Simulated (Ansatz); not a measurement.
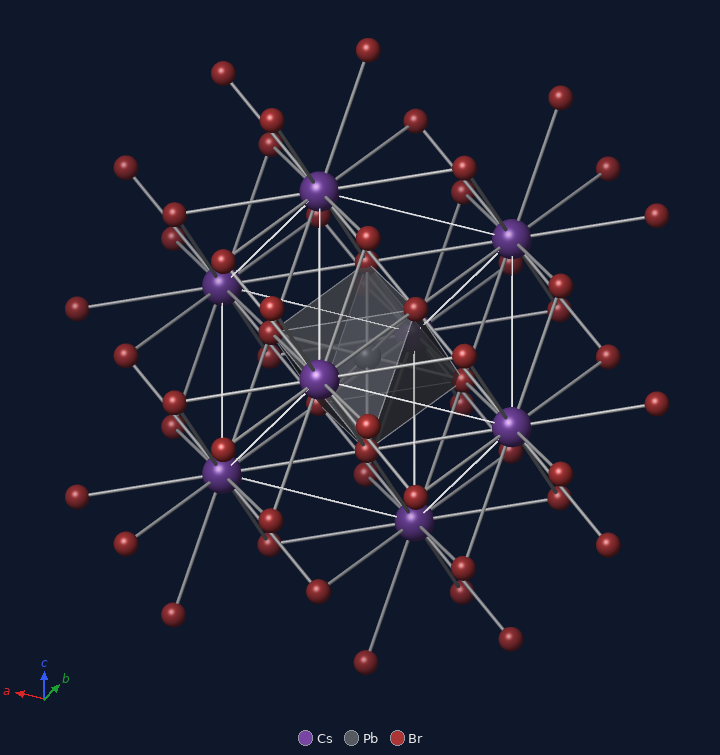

Shown here is a polyhedral view of the crystal, taken from a general direction. Atoms at the boundary of the conventional unit cell (the box) are drawn once for each face, edge or corner they touch. Some neighbours outside the box are added. Cell: a = 5.949 Å, b = 5.949 Å, c = 5.949 Å, α = 90.00°, β = 90.00°, γ = 90.00°.

Characterise what is shown.

Its composition is CsPbBr$_{3}$. The lattice is primitive cubic and the space group Pm-3m (No. 221). The structure type is cubic perovskite. Cell content 1 Cs, 1 Pb, 3 Br; Z = 1. The polyhedra are PbBr6 octahedra; they share corners. Around each Cs lie twelve Br in a cuboctahedral arrangement at about 4.2 Å. Around each Pb lie six Br in an octahedral arrangement at about 3.0 Å. Br is coordinated by four Cs and two Pb in a distorted octahedral arrangement (about 4.2 Å to Cs, 3.0 Å to Pb). The bonds build a three-dimensional framework.

Provenance: a structure listed in the Materials Project. Earlier steps of the study may have refined or changed the cell and positions. It was run through Ansatz as a DFT input.
